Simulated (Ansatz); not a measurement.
**Geometry relaxation, with input and output: BSiH7O**

- system: BSiH7O
- method: RKS PBE-D4/def2-SVP (Ansatz 0.2.0)

It belongs to a series of runs on one base structure; here: end point B relaxed. Figures and captions count atoms from 1; the log counts them from 0 in places.

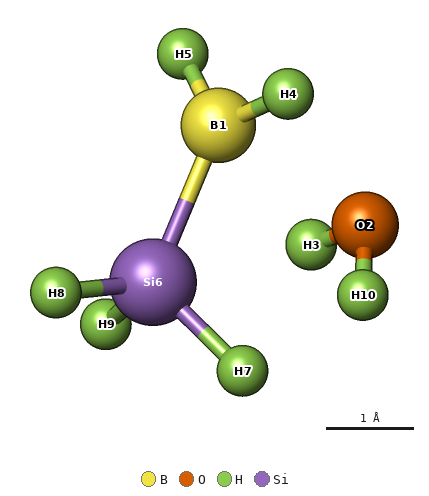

Figure 1. The structure as given in the input (ball-and-stick view, seen at a tilt; atoms are numbered from 1 in the order of the input). Bond lengths as drawn: B–H 1.22 Å, B–Si 1.97 Å, H–O 0.98 to 0.99 Å and H–Si 1.51 to 1.52 Å.

## The input
```yaml
crystal:
  periodic: [false, false, false]
  atoms:
    - { symbol: B, position_ang: [0.154729, 0.405936, -0.336217] }
    - { symbol: O, position_ang: [-0.362089, -0.305867, 2.101705] }
    - { symbol: H, position_ang: [-1.24736, 0.104718, 2.167872] }
    - { symbol: H, position_ang: [1.205746, -0.198102, -0.436814] }
    - { symbol: H, position_ang: [-0.830214, -0.081048, -0.858281] }
    - { symbol: Si, position_ang: [0.112368, 2.205175, 0.465886] }
    - { symbol: H, position_ang: [1.059078, 2.320808, 1.645193] }
    - { symbol: H, position_ang: [0.529293, 3.286047, -0.507229] }
    - { symbol: H, position_ang: [-1.244518, 2.60333, 0.99788] }
    - { symbol: H, position_ang: [0.235268, 0.413702, 2.432704] }
basis:
  gaussian: { orbitals: def2-SVP }
hamiltonian:
  xc: pbe
  dispersion: d4
relax:
  f_tol: 0.03
  max_steps: 50
output:
  orbitals: {}
```

Command:
```bash
ansatz run input.yaml --threads 1 --pin off --max-ram 2048MiB --backend cpu --events-out ev --progress --plain --runs-dir out
```

## The program's output
```
The last accepted step is kept in [file] (removed where the run ends without a failure and the disk answers)
Engine: ansatz 0.2.0, x86_64-unknown-linux-gnu
Functional definition: PBE
  parameter kappa = 0.804
  parameter beta = 0.06672455060314922
  exchange = pbe_x(kappa = kappa, mu = beta*pi^2/3)
  correlation = pbe_c(beta = beta)
899 factors; their error is unknown
mean field evaluation 1: about -10696.0794 eV, gradient 4.9e1 eV
mean field evaluation 2: about -10673.6827 eV, gradient 1.1e2 eV
mean field evaluation 4: about -10701.0658 eV, gradient 5.6e0 eV
mean field evaluation 8: about -10701.1808 eV, gradient 1.0e-1 eV
mean field evaluation 16: about -10701.1338 eV, gradient 2.9e-5 eV
mean field -10701.13384519 eV, -393.2594153218 hartree, gradient 2.9e-5 eV, S^2 0.000000; 0 other end points of the search recorded, 0 dependent functions left out
the calculation of the forces begins
reference -10701.13388003 eV, -393.2594166021 hartree; 17, 17 occupied and 64, 64 virtual orbitals, 899 factors
relax step   1: F+E_penalty+E_count = -10701.27996380 eV  Δ(F+E_penalty+E_count) = +0.000e0 eV  max|allowed force component| = 7.338e-1 eV/Å  Δτ_max = 0.0000 Å  (25 SCF iters, accepted)
these checks for a lower state are left out or cut short: starts, cluster_reference, orbital_swaps, neighbouring_geometries, increment
899 factors; their error is unknown
mean field -10701.25270021 eV, -393.2637831632 hartree, gradient 8.7e-6 eV, S^2 0.000000; 0 other end points of the search recorded, 0 dependent functions left out
the calculation of the forces begins
reference -10701.25273571 eV, -393.2637844676 hartree; 17, 17 occupied and 64, 64 virtual orbitals, 899 factors
relax step   2: F+E_penalty+E_count = -10701.40160928 eV  Δ(F+E_penalty+E_count) = -1.216e-1 eV  max|allowed force component| = 1.163e0 eV/Å  Δτ_max = 0.1970 Å  (32 SCF iters, accepted)
these checks for a lower state are left out or cut short: starts, cluster_reference, orbital_swaps, neighbouring_geometries, increment
899 factors; their error is unknown
mean field evaluation 32: about -10701.5115 eV, gradient 1.4e-5 eV
mean field -10701.51153364 eV, -393.2732951161 hartree, gradient 1.4e-5 eV, S^2 0.000000; 0 other end points of the search recorded, 0 dependent functions left out
the calculation of the forces begins
reference -10701.51156909 eV, -393.2732964192 hartree; 17, 17 occupied and 64, 64 virtual orbitals, 899 factors
relax step   3: F+E_penalty+E_count = -10701.66297239 eV  Δ(F+E_penalty+E_count) = -2.614e-1 eV  max|allowed force component| = 9.982e-1 eV/Å  Δτ_max = 0.1929 Å  (32 SCF iters, accepted)
these checks for a lower state are left out or cut short: starts, cluster_reference, orbital_swaps, neighbouring_geometries, increment
899 factors; their error is unknown
mean field -10701.67257437 eV, -393.2792132538 hartree, gradient 1.2e-5 eV, S^2 0.000000; 0 other end points of the search recorded, 0 dependent functions left out
the calculation of the forces begins
reference -10701.67260976 eV, -393.2792145543 hartree; 17, 17 occupied and 64, 64 virtual orbitals, 899 factors
relax step   4: F+E_penalty+E_count = -10701.82523232 eV  Δ(F+E_penalty+E_count) = -1.623e-1 eV  max|allowed force component| = 6.381e-1 eV/Å  Δτ_max = 0.1945 Å  (27 SCF iters, accepted)
these checks for a lower state are left out or cut short: starts, cluster_reference, orbital_swaps, neighbouring_geometries, increment
899 factors; their error is unknown
mean field -10701.68538035 eV, -393.2796838649 hartree, gradient 1.6e-5 eV, S^2 0.000000; 0 other end points of the search recorded, 0 dependent functions left out
the calculation of the forces begins
reference -10701.68541521 eV, -393.2796851459 hartree; 17, 17 occupied and 64, 64 virtual orbitals, 899 factors
relax step   5: F+E_penalty+E_count = -10701.83626269 eV  Δ(F+E_penalty+E_count) = -1.103e-2 eV  max|allowed force component| = 6.493e-1 eV/Å  Δτ_max = 0.2000 Å  (26 SCF iters, accepted)
these checks for a lower state are left out or cut short: starts, cluster_reference, orbital_swaps, neighbouring_geometries, increment
899 factors; their error is unknown
mean field -10701.68269037 eV, -393.2795850101 hartree, gradient 2.5e-5 eV, S^2 0.000000; 0 other end points of the search recorded, 0 dependent functions left out
the calculation of the forces begins
reference -10701.68272513 eV, -393.2795862874 hartree; 17, 17 occupied and 64, 64 virtual orbitals, 899 factors
relax step   6: F+E_penalty+E_count = -10701.83281606 eV  Δ(F+E_penalty+E_count) = +3.447e-3 eV  max|allowed force component| = 8.213e-1 eV/Å  Δτ_max = 0.1280 Å  (26 SCF iters, rejected (line search))
these checks for a lower state are left out or cut short: starts, cluster_reference, orbital_swaps, neighbouring_geometries, increment
899 factors; their error is unknown
mean field -10701.72116419 eV, -393.2809988970 hartree, gradient 1.7e-5 eV, S^2 0.000000; 0 other end points of the search recorded, 0 dependent functions left out
the calculation of the forces begins
reference -10701.72119915 eV, -393.2810001816 hartree; 17, 17 occupied and 64, 64 virtual orbitals, 899 factors
relax step   7: F+E_penalty+E_count = -10701.87142203 eV  Δ(F+E_penalty+E_count) = -3.516e-2 eV  max|allowed force component| = 1.157e-1 eV/Å  Δτ_max = 0.0640 Å  (26 SCF iters, accepted)
these checks for a lower state are left out or cut short: starts, cluster_reference, orbital_swaps, neighbouring_geometries, increment
899 factors; their error is unknown
mean field evaluation 64: about -10701.7285 eV, gradient 1.2e-1 eV
mean field -10701.72857872 eV, -393.2812713757 hartree, gradient 1.9e-5 eV, S^2 0.000000; 0 other end points of the search recorded, 0 dependent functions left out
the calculation of the forces begins
reference -10701.72861385 eV, -393.2812726668 hartree; 17, 17 occupied and 64, 64 virtual orbitals, 899 factors
relax step   8: F+E_penalty+E_count = -10701.87783569 eV  Δ(F+E_penalty+E_count) = -6.414e-3 eV  max|allowed force component| = 8.203e-2 eV/Å  Δτ_max = 0.1000 Å  (26 SCF iters, accepted)
these checks for a lower state are left out or cut short: starts, cluster_reference, orbital_swaps, neighbouring_geometries, increment
899 factors; their error is unknown
mean field -10701.72981095 eV, -393.2813166596 hartree, gradient 1.8e-5 eV, S^2 0.000000; 0 other end points of the search recorded, 0 dependent functions left out
the calculation of the forces begins
reference -10701.72984616 eV, -393.2813179533 hartree; 17, 17 occupied and 64, 64 virtual orbitals, 899 factors
relax step   9: F+E_penalty+E_count = -10701.87880031 eV  Δ(F+E_penalty+E_count) = -9.646e-4 eV  max|allowed force component| = 1.640e-2 eV/Å  Δτ_max = 0.0369 Å  (27 SCF iters, accepted)
```

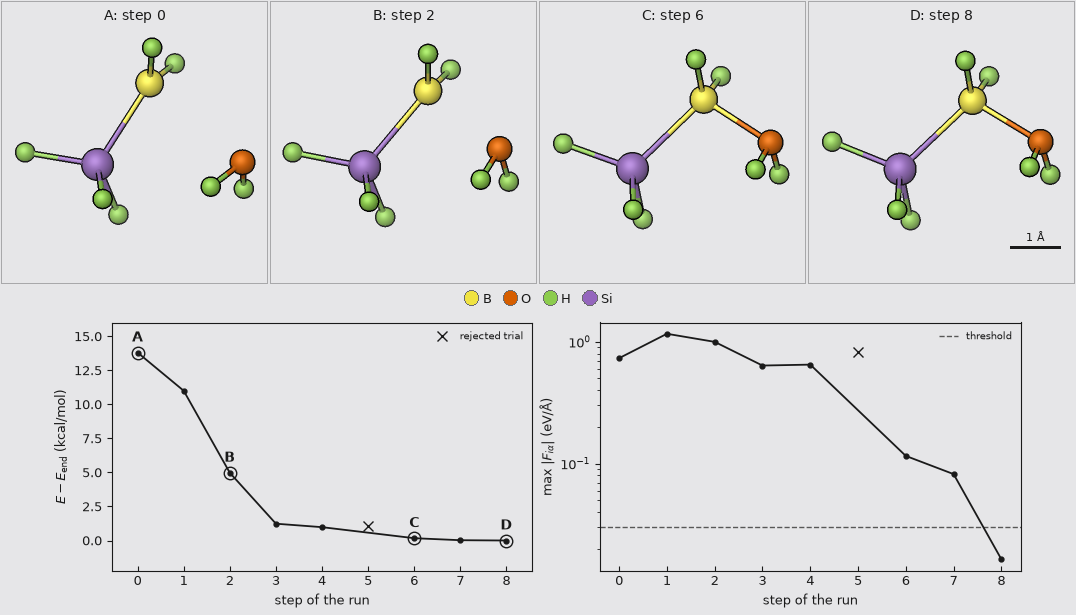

Figure 2. Frames of the relaxation (ball-and-stick view, seen at a tilt) above the curves, on which the letters mark them (the first geometry is step 0 here and step 1 in the log).

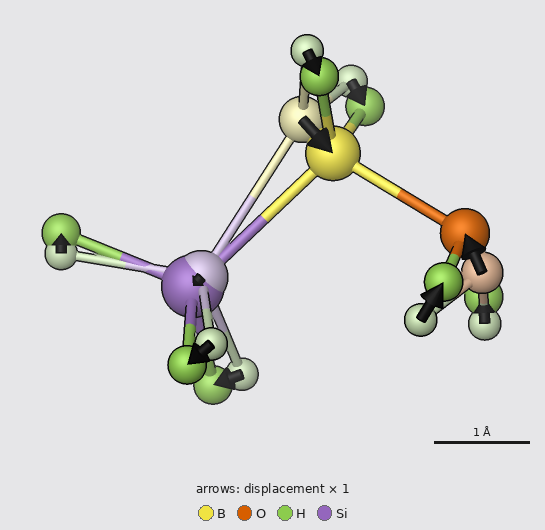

Figure 3. Start (faint) and end (solid) with the displacements as black arrows, at true length (ball-and-stick view, seen at a tilt). The two geometries are laid on each other by the best rigid fit. The atom that moves furthest after the best rigid fit is B1 (0.50 Å). Largest moves by element: B 0.50 Å, H 0.48 Å, O 0.47 Å, Si 0.13 Å. Among the contacts that change: B1–O2 2.592 → 1.691 Å, B1–Si6 1.970 → 2.034 Å, O2–H10 0.992 → 0.981 Å, Si6–H9 1.511 → 1.519 Å. New bonds form: B1–O2 (2.59 → 1.69 Å). Among the angles that change: H4–B1–Si6 120.4° → 114.0°, H5–B1–Si6 121.5° → 115.7°, H4–B1–H5 117.7° → 114.2°. The energy falls by 13.8 kcal/mol in 8 geometry steps. Largest force component: 0.73 eV/Å at the start, 0.016 eV/Å at the end. The line search rejected the trial step at point 5 (counted from 0) and went back. (Atoms are counted from 1 in the order of the input.)

```
899 factors; their error is unknown
mean field -10701.72981095 eV, -393.2813166596 hartree, gradient 1.8e-5 eV, S^2 0.000000; 1 other end points of the search recorded, 0 dependent functions left out
the calculation of the forces begins
reference -10701.72984616 eV, -393.2813179533 hartree; 17, 17 occupied and 64, 64 virtual orbitals, 899 factors
Total energy: -10701.87883551 eV, -393.2867932112 hartree
Atom 0 at     0.039538     0.338836     0.132158 Å, force     0.002158    -0.011259    -0.016404 eV/Å
Atom 1 at    -0.289029    -0.387689     1.623609 Å, force     0.010429     0.015702     0.002148 eV/Å
Atom 2 at    -1.160917    -0.064403     1.931787 Å, force    -0.004141     0.001436     0.001325 eV/Å
Atom 3 at     1.125336    -0.140652    -0.164809 Å, force     0.001034     0.003070     0.005454 eV/Å
Atom 4 at    -0.888290    -0.049559    -0.564143 Å, force    -0.000378     0.001351     0.000613 eV/Å
Atom 5 at     0.089667     2.338677     0.499059 Å, force    -0.000660     0.009516     0.015761 eV/Å
Atom 6 at     1.007717     2.658645     1.672974 Å, force    -0.002610    -0.000552    -0.007106 eV/Å
Atom 7 at     0.575529     3.179675    -0.655749 Å, force    -0.003347    -0.006892    -0.001222 eV/Å
Atom 8 at    -1.247080     2.921041     0.926206 Å, force     0.005407    -0.003941     0.001427 eV/Å
Atom 9 at     0.359830    -0.039872     2.271607 Å, force    -0.007894    -0.008430    -0.001995 eV/Å
Dipole moment:    -0.210191    -0.371896     0.791734 e Å
```

## Trajectory as extended XYZ (Å, eV, eV/Å), 9 frames, from step=1 to step=9
```
10
Properties=species:S:1:pos:R:3:forces:R:3 step=1 energy=-10701.27996
B     0.1547    0.4059   -0.3362   -0.0818  -0.7338   0.2494
O    -0.3621   -0.3059    2.1017    0.4271   0.5442  -0.3188
H    -1.2474    0.1047    2.1679    0.0046  -0.0035   0.0046
H     1.2057   -0.1981   -0.4368   -0.0030   0.0070   0.0001
H    -0.8302   -0.0810   -0.8583   -0.0053   0.0040   0.0019
Si    0.1124    2.2052    0.4659    0.0099   0.6394   0.1364
H     1.0591    2.3208    1.6452    0.0119   0.0013   0.0146
H     0.5293    3.2860   -0.5072   -0.0074  -0.0036   0.0136
H    -1.2445    2.6033    0.9979   -0.0300   0.0091   0.0102
H     0.2353    0.4137    2.4327   -0.3260  -0.4641  -0.1119
10
Properties=species:S:1:pos:R:3:forces:R:3 step=2 energy=-10701.40161
B     0.1365    0.3646   -0.2583   -0.1107  -0.1890   0.3992
O    -0.3351   -0.2466    1.9158    0.0604   1.1630   0.6628
H    -1.2353    0.1032    2.1628    0.5744  -0.3740  -0.4337
H     1.1976   -0.2142   -0.4047   -0.0155  -0.0397   0.1268
H    -0.8369   -0.0985   -0.8248   -0.0432  -0.0379   0.1142
Si    0.1088    2.2220    0.4745    0.0685   0.2455  -0.1643
H     1.0589    2.3372    1.6514    0.0015   0.0484   0.0483
H     0.5281    3.2891   -0.5116   -0.0166   0.0290   0.0364
H    -1.2505    2.6190    1.0026   -0.0250   0.0409   0.0384
H     0.2403    0.3788    2.4650   -0.4937  -0.8862  -0.8281
10
Properties=species:S:1:pos:R:3:forces:R:3 step=3 energy=-10701.66297
B     0.0985    0.3331   -0.0972   -0.1861  -0.1712   0.7528
O    -0.3010   -0.2474    1.7259    0.0575   0.9982   0.8326
H    -1.1956    0.0901    2.0092    0.4691  -0.3566  -0.5373
H     1.1600   -0.2445   -0.2540    0.0140   0.0280   0.0082
H    -0.8702   -0.1287   -0.6752   -0.0215   0.0214   0.0034
Si    0.1081    2.2634    0.4797    0.1003   0.1061  -0.4008
H     1.0538    2.3947    1.6599    0.0035   0.0592   0.1052
H     0.5282    3.3126   -0.5238   -0.0235   0.0049   0.0544
H    -1.2486    2.6690    1.0109   -0.0428   0.0744   0.0736
H     0.2792    0.3124    2.3373   -0.3707  -0.7644  -0.8921
10
Properties=species:S:1:pos:R:3:forces:R:3 step=4 energy=-10701.82523
B     0.0551    0.2872    0.0868    0.1030   0.0882  -0.3575
O    -0.2747   -0.2602    1.6225   -0.1813   0.2182   0.6381
H    -1.1648    0.0702    1.8835   -0.0417  -0.1769  -0.2257
H     1.1316   -0.2408   -0.1683   -0.0498   0.0660  -0.0006
H    -0.8847   -0.1283   -0.5820    0.0339   0.0223   0.0598
Si    0.1122    2.2899    0.4607   -0.0177  -0.1822  -0.0624
H     1.0382    2.4340    1.6627    0.0303   0.1081   0.0855
H     0.5323    3.3322   -0.5433   -0.0024  -0.0530  -0.0173
H    -1.2358    2.7091    1.0178   -0.0426   0.1345   0.0324
H     0.3029    0.2614    2.2323    0.1683  -0.2251  -0.1522
10
Properties=species:S:1:pos:R:3:forces:R:3 step=5 energy=-10701.83626
B     0.0596    0.3102    0.0742   -0.6493   0.0224   0.3683
O    -0.2652   -0.3321    1.6330    0.1302  -0.1123   0.0643
H    -1.1525    0.0047    1.8798    0.0500  -0.0394   0.0169
H     1.1210   -0.1790   -0.2257    0.2981  -0.0997  -0.0577
H    -0.9118   -0.1204   -0.5425    0.1379   0.1365  -0.0843
Si    0.0801    2.2874    0.5282    0.1217   0.3415  -0.2939
H     0.9849    2.5866    1.7258   -0.0421  -0.1261  -0.0357
H     0.5844    3.1670   -0.5827    0.0466   0.1011  -0.0492
H    -1.2471    2.8967    0.9496   -0.0198  -0.1329   0.0233
H     0.3589    0.1337    2.2329   -0.0734  -0.0911   0.0479
10
Properties=species:S:1:pos:R:3:forces:R:3 step=6 energy=-10701.83282 accepted=F
B     0.0288    0.3375    0.1242    0.8213  -0.0934   0.0479
O    -0.2090   -0.3695    1.6632   -0.0533   0.0223  -0.1422
H    -1.1223   -0.0752    1.8402   -0.2458  -0.1000   0.1947
H     1.0815   -0.1481   -0.2988   -0.1513   0.0970   0.2162
H    -0.9281   -0.0464   -0.4943   -0.4557  -0.1743  -0.1363
Si    0.0939    2.3147    0.5136   -0.0007   0.1923  -0.2616
H     0.9765    2.5910    1.7201   -0.0083   0.0361   0.0809
H     0.6312    3.1755   -0.6103   -0.0208  -0.0493   0.0737
H    -1.2656    2.8852    0.8663    0.0111   0.0663   0.1054
H     0.3254    0.0900    2.3485    0.1036   0.0031  -0.1786
10
Properties=species:S:1:pos:R:3:forces:R:3 step=7 energy=-10701.87142
B     0.0330    0.3206    0.1139   -0.0820   0.0241  -0.0115
O    -0.2569   -0.3645    1.6442   -0.0460   0.0886  -0.0842
H    -1.1380   -0.0293    1.9130   -0.0088  -0.0612   0.0476
H     1.1096   -0.1510   -0.2017    0.1037  -0.0622  -0.0194
H    -0.9127   -0.0646   -0.5608    0.0085  -0.0563   0.0616
Si    0.0816    2.3101    0.4956    0.0399   0.1157   0.0066
H     0.9699    2.5742    1.7090    0.0020   0.0107  -0.0034
H     0.6095    3.1887   -0.6113   -0.0016  -0.0090  -0.0003
H    -1.2555    2.8945    0.9136   -0.0139  -0.0004   0.0046
H     0.3720    0.0759    2.2571   -0.0018  -0.0501  -0.0016
10
Properties=species:S:1:pos:R:3:forces:R:3 step=8 energy=-10701.87784
B     0.0331    0.3356    0.1260   -0.0108   0.0278  -0.0120
O    -0.2759   -0.3777    1.6231   -0.0245  -0.0210   0.0820
H    -1.1478   -0.0596    1.9396    0.0352  -0.0138  -0.0190
H     1.1174   -0.1423   -0.1809   -0.0100   0.0089   0.0037
H    -0.9045   -0.0556   -0.5579    0.0276   0.0099   0.0150
Si    0.0844    2.3354    0.5018    0.0029   0.0072  -0.0604
H     0.9838    2.6403    1.6943   -0.0043  -0.0002   0.0014
H     0.6020    3.1756   -0.6405   -0.0071   0.0033   0.0120
H    -1.2569    2.9267    0.9021    0.0179  -0.0074   0.0104
H     0.3767   -0.0237    2.2652   -0.0270  -0.0147  -0.0331
10
Properties=species:S:1:pos:R:3:forces:R:3 step=9 energy=-10701.87880
B     0.0395    0.3388    0.1322    0.0022  -0.0113  -0.0164
O    -0.2890   -0.3877    1.6236    0.0104   0.0157   0.0021
H    -1.1609   -0.0644    1.9318   -0.0041   0.0014   0.0013
H     1.1253   -0.1407   -0.1648    0.0010   0.0031   0.0055
H    -0.8883   -0.0496   -0.5641   -0.0004   0.0014   0.0006
Si    0.0897    2.3387    0.4991   -0.0007   0.0095   0.0158
H     1.0077    2.6586    1.6730   -0.0026  -0.0006  -0.0071
H     0.5755    3.1797   -0.6557   -0.0033  -0.0069  -0.0012
H    -1.2471    2.9210    0.9262    0.0054  -0.0039   0.0014
H     0.3598   -0.0399    2.2716   -0.0079  -0.0084  -0.0020
```

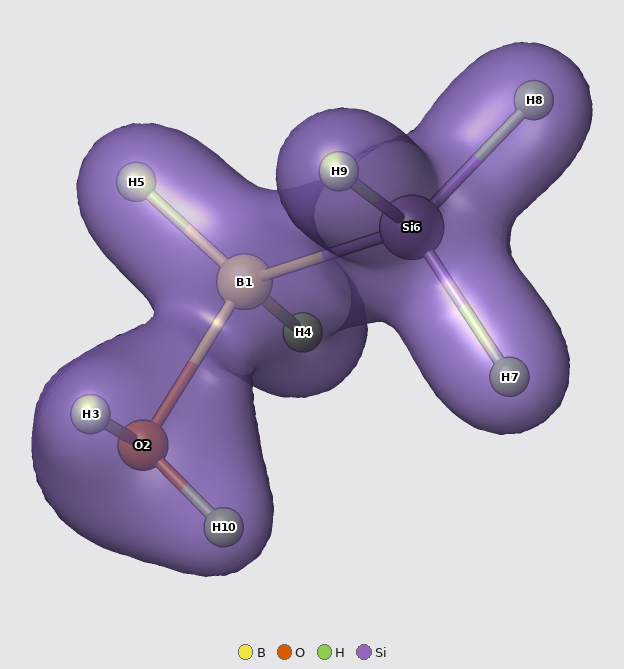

Figure 4. Isosurface of the total electron density at 0.4 e/Å³ (purple), seen at an oblique angle. At this value the surface is in one piece. On the grid the lowest density along these lines, outside the cores, is 0.53 e/Å³ (B–O, 1.69 Å), 0.71 e/Å³ (Si–B, 2.03 Å), 2.3 e/Å³ (O–H, 0.98 Å) and 1.1 e/Å³ (B–H, 1.22 Å).

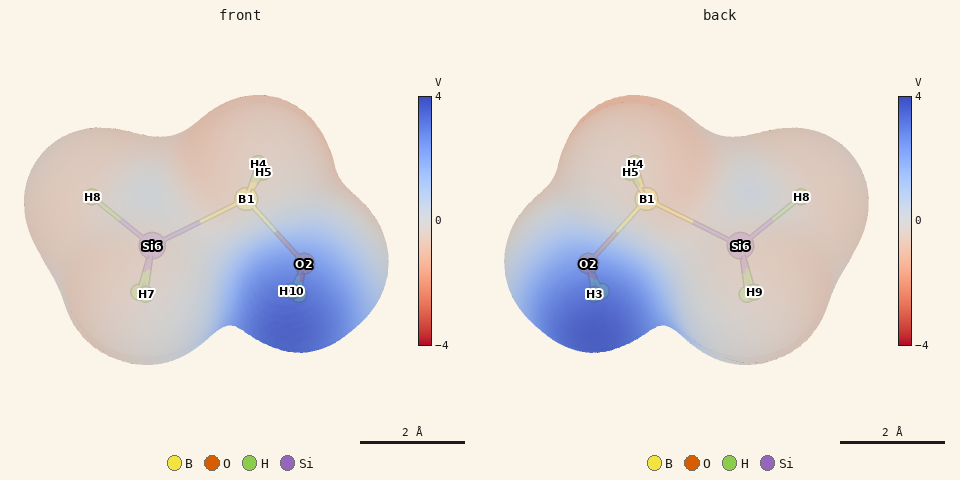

Figure 5. The molecular electrostatic potential painted on the density surface at 0.002 e/bohr³, seen face on and from behind; red is negative and blue positive. A positive charge is drawn to the negative regions and a negative charge to the positive ones.

## Results in brief

- outcome: converged
- total energy: −10701.8788 eV
- mean-field energy: −10701.7298 eV
- largest force (length of the vector) at the end: 0.020 eV/Å
- hardware: 1 thread of Intel Xeon (Granite Rapids), 32 GiB of memory available, shared host
- wall time: 11 s
- peak memory: 0.15 GiB
